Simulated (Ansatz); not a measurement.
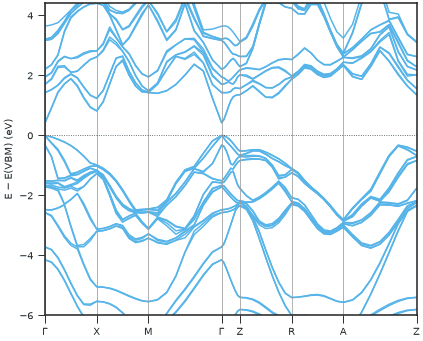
Figure. Band structure from PBE with spin–orbit coupling (plane waves, PAW; program Ansatz)

### Question
Read off the gap and where the band edges lie.

### Answer
About 0.4 eV (0.42 eV by a search for the band edges); maximum at Γ, minimum at Γ.

The material is AlGa3As4 in space group P-4m2 (No. 115; Pearson symbol tP8).

The start of the workflow was typed in or built on a structure type; neither database checked (COD, Materials Project) lists it. Whether it is the stable phase at ambient conditions was not checked. The PBE relaxation kept the symmetry of its start; its stability against distortions is not shown here.

Potentials: the earlier of the program's two PAW sets.
